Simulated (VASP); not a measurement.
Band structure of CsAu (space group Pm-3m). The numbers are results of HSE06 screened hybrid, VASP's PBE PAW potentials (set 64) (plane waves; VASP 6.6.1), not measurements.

Unless said otherwise, spin-orbit coupling is left out, though it shifts the bands of the heavy elements here.

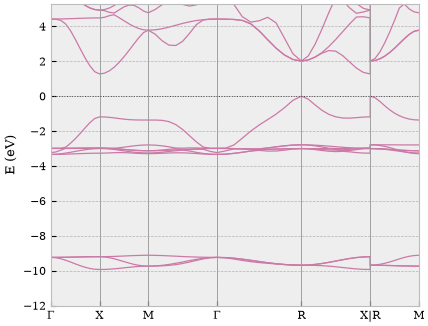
Figure. Bands along high-symmetry lines, zero at the valence-band maximum or, without a gap, the Fermi level

Question: Read the plot: is there a gap, and where are the band edges?

Answer: The gap is indirect, 1.27 eV, from the valence maximum at R to the conduction minimum at X.

The structure comes from a computed database's CsAu entry (Pm-3m); how it stands against other phases isn't given here. It was relaxed first, which changed the volume by +6 %. The cell's shape comes from a PBE relaxation.
